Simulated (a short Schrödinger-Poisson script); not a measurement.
Stack: MOS inversion layer, SiO2 on p-type Si(100), at 300 K.

| layer | material | thickness (nm) | Na (cm⁻³) |
|---|---|---|---|
| 1 | SiO2 | 1.1 | - |
| 2 | Si | 380 | 1.3e18 |

The device is made up for the run: typed textbook-type constants, with dimensions and the other settings drawn at random. SiO2: permittivity 3.9, conduction-band edge (eV) 3.15, gap (eV) 9, electron mass (mₑ) 0.5. Si: permittivity 11.7, conduction-band edge (eV) 0, gap (eV) 1.124, Nv at 300 K (cm⁻³) 3.1e19.

Channel valleys (confinement mass, in-plane density-of-states mass, number): Δ2 0.916, 0.19, 2; Δ4 0.19, 0.417, 4. At the gate the conduction-band edge of layer 1 lies 3.24 eV − eVg above the Fermi level of the channel; the field vanishes at the back. Gaps are held at their typed values at every temperature. Mesh 0.03 nm at interfaces.

Solved with a short Schrödinger-Poisson script written for these runs: 1D Poisson equation in equilibrium, electrons quantum, Hartree (BenDaniel-Duke, 12 states a valley, the channel's in-plane mass for all, wave functions ending at the dielectric), parabolic valleys, classical holes, full ionisation, no traps, pinning or gate leakage.

Only gate voltages with over 1e8 electrons/cm² are shown.

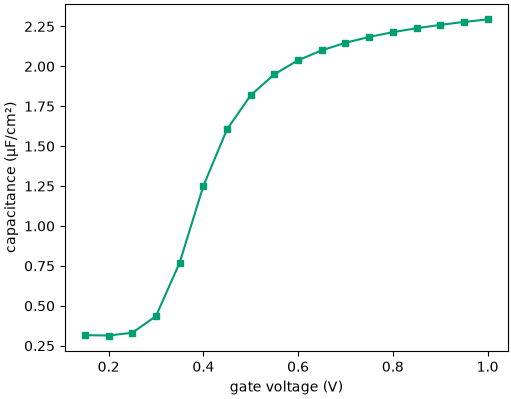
Figure: Quasi-static capacitance against gate voltage

| Vg (V) | electrons (cm⁻²) | C (μF/cm²) | Δ2 E0 (meV) | Δ2 E1 (meV) | Δ4 E0 (meV) | Δ4 E1 (meV) |
|---|---|---|---|---|---|---|
| 0.15 | 2.40e8 | 0.316 | 257.4 | 344.8 | 338.0 | 479.5 |
| 0.2 | 1.24e9 | 0.314 | 214.5 | 303.6 | 296.7 | 441.1 |
| 0.25 | 6.44e9 | 0.331 | 171.7 | 262.4 | 255.3 | 402.5 |
| 0.3 | 3.21e10 | 0.435 | 129.9 | 222.2 | 215.0 | 364.8 |
| 0.35 | 1.34e11 | 0.770 | 92.4 | 186.3 | 179.1 | 331.3 |
| 0.4 | 3.93e11 | 1.25 | 63.8 | 159.5 | 152.3 | 306.4 |
| 0.45 | 8.07e11 | 1.61 | 43.9 | 141.6 | 134.5 | 290.2 |
| 0.5 | 1.32e12 | 1.82 | 29.6 | 129.3 | 122.4 | 279.4 |
| 0.55 | 1.89e12 | 1.95 | 18.5 | 120.3 | 113.7 | 271.7 |
| 0.6 | 2.51e12 | 2.04 | 9.4 | 113.3 | 106.9 | 265.8 |
| 0.65 | 3.14e12 | 2.10 | 1.6 | 107.6 | 101.3 | 261.2 |
| 0.7 | 3.80e12 | 2.15 | -5.4 | 102.7 | 96.7 | 257.3 |
| 0.75 | 4.47e12 | 2.18 | -11.7 | 98.5 | 92.6 | 254.1 |
| 0.8 | 5.15e12 | 2.21 | -17.6 | 94.7 | 89.0 | 251.2 |
| 0.85 | 5.84e12 | 2.24 | -23.1 | 91.2 | 85.7 | 248.7 |
| 0.9 | 6.54e12 | 2.26 | -28.3 | 88.1 | 82.7 | 246.4 |
| 0.95 | 7.25e12 | 2.28 | -33.3 | 85.1 | 79.9 | 244.3 |
| 1 | 7.96e12 | 2.29 | -38.1 | 82.4 | 77.3 | 242.4 |

Subbands count from the Fermi level.
